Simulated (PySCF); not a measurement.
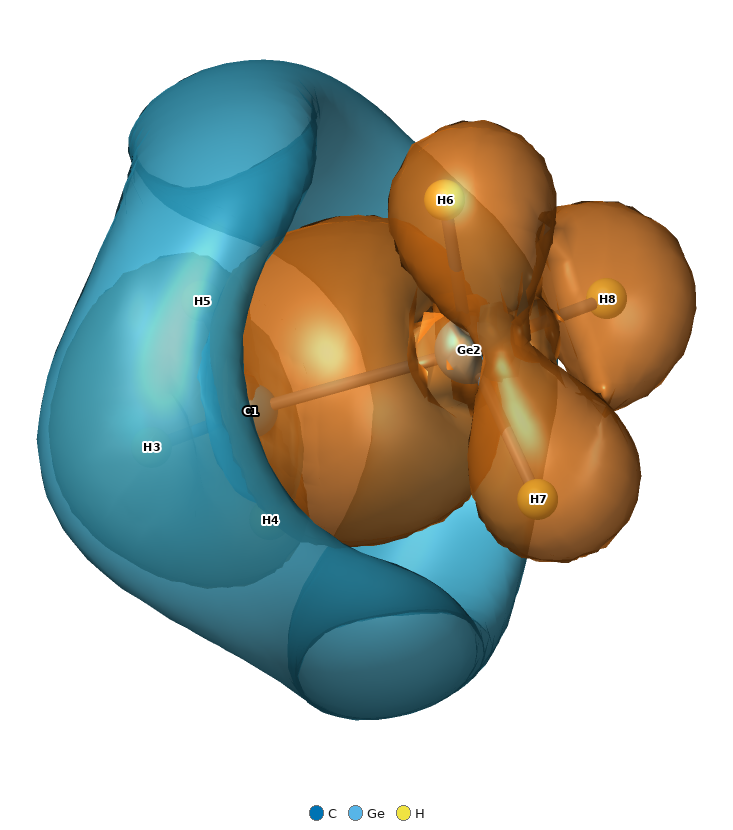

Figure. CH6Ge, SMILES `C[GeH3]`. Unrelaxed difference density of S₁ less the ground state (TDA singlet states), ±0.008 e/Å³; light blue: gain, orange: loss.

Computed with PySCF, BHandHLYP/def2-SVPD, geometry: GFN2-xTB. No frequency check shows the geometry to be a minimum. GFN2-xTB bond lengths at metals and heavier atoms can be off by up to 0.1 Å and shapes distorted, which carries into these values.

How does the charge move on excitation?

0.80 e is displaced in all, largely into diffuse regions outside the molecule. The state: 8.58 eV (145 nm), f = 0.062, diffuse (Rydberg-like) orbital; the leading pair carries 100 %; hole on C1 (43 %) and Ge2 (32 %), electron on Ge2 (31 %), H3, H4 and H5 (13 % each) and C1 (12 %) (atom shares of so diffuse an orbital are rough); their centroids lie 0.2 Å apart.
